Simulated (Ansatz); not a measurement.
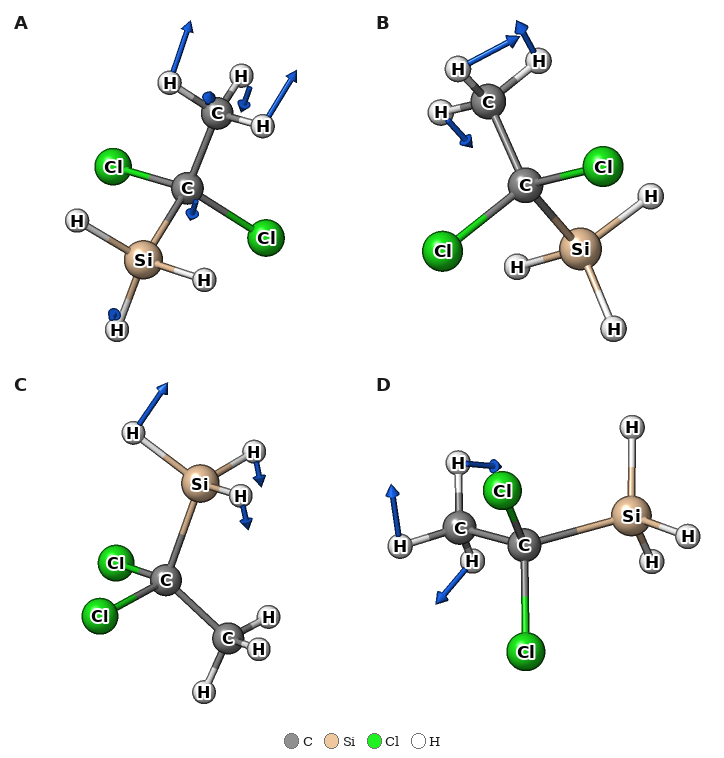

4 normal modes of one molecule or complex, as arrows. Harmonic vibrations computed with RKS PBE0-D4/def2-TZVP (Ansatz 0.2.0) at a stationary point of the same level.

> Match the panels to the wavenumbers 277 cm⁻¹, 641 cm⁻¹, 1057 cm⁻¹, 1476 cm⁻¹.

A: 1057 cm⁻¹
B: 1476 cm⁻¹, H–C–H bending
C: 641 cm⁻¹, C–Si–H bending
D: 277 cm⁻¹, a torsion or out-of-plane motion in which bond lengths and bond angles hardly change
